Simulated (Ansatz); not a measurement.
Consider Cl₂F₂H₂OZr.

```xyz
8

Zr   -0.0100    0.0720    0.0663
F    -0.3869   -0.2395    1.9268
Cl    2.1861   -0.2279   -0.8530
Cl   -1.3089    1.7589   -0.9553
F    -0.7983   -1.5227   -0.6123
O     1.2220    1.7376    1.2340
H     2.1681    1.7571    0.9856
H     1.1801    1.6446    2.2064
```

Core potentials replace the inner electrons of Zr.

The calculation used RKS PBE/def2-SVP in Ansatz.

Predict the electron density and electron localisation function between the atoms.

Answer. Zr–F (1.90 Å): ρ is about 0.95 e/Å³ halfway; the ELF peaks at about 0.85 in the valence shell of F, 0.5 Å from its nucleus, and drops to about 0.25 between the two atoms.
Zr–Cl (2.36 Å): ρ at the midpoint is about 0.57 e/Å³; the ELF peaks at about 0.85 in the valence shell of Cl, 0.8 Å from its nucleus, and is about 0.35 at the midpoint.
Zr–O (2.38 Å): ρ is about 0.32 e/Å³ halfway; the ELF peaks at about 0.90 in the valence shell of O, 0.6 Å from its nucleus, and drops to about 0.10 between the two atoms.

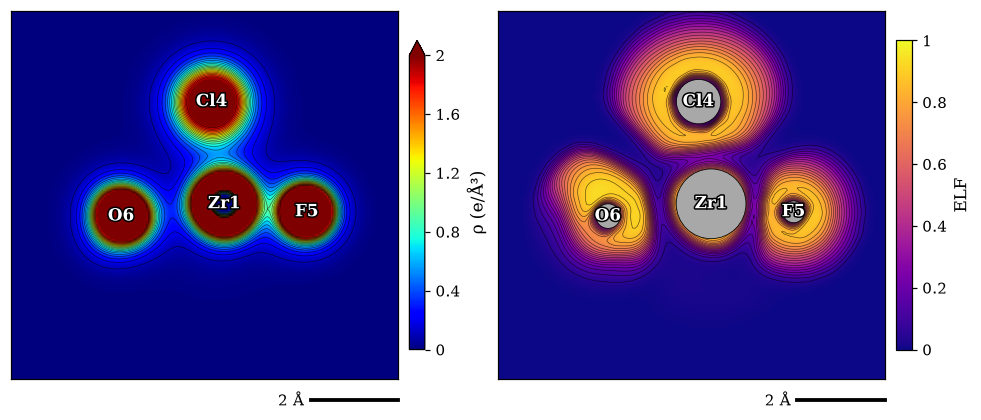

Computed electron density and electron localisation function on the plane of atoms Cl4, Zr1 and O6, in this order. Grey discs cover the atomic cores in the ELF map. 
